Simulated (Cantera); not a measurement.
Input: 1 mol Fe₂O₃, a varied amount of CH₄, 2.1 mol N₂, at 1275 K and 15.8 Torr.

Cantera equilibrium calculation (NASA polynomials, part measured and part estimated; ideal gas, pure solids and liquids). Candidate condensed phases: C, C₆H₆, C₇H₈, C₈H₁₈, Fe, Fe(CO)₅, FeO, Fe(OH)₂, Fe(OH)₃, Fe₂O₃, Fe₃O₄, H₂O; 140 gas species. Mutual solubility and eutectic melting of coexisting phases are not modelled. The tables' stoichiometric FeO is somewhat more stable than real wüstite, so its field is too wide. FeO: taken at fixed stoichiometry. Condensed phases not in the tables: cementite and carbon dissolved in iron. The numbers say what is thermodynamically allowed, not how fast it happens.

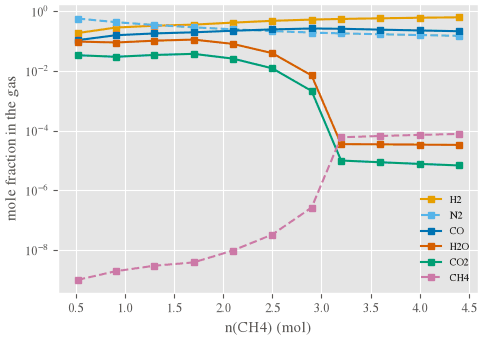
Figure: Equilibrium gas composition (values under 1e-9 drawn at 1e-9)

At 0.52 mol CH₄ the condensed part is FeO(s). From 0.91 mol CH₄ to 1.7 mol CH₄ the condensed part is Fe(γ) + FeO(s). From 2.1 mol CH₄ to 2.9 mol CH₄ the condensed part is Fe(γ). From 3.2 mol CH₄ to 4.4 mol CH₄ the condensed part is C(graphite) + Fe(γ). The main Fe-bearing gas is Fe(OH)₂ at 0.52 mol CH₄ and Fe at 4.4 mol CH₄.
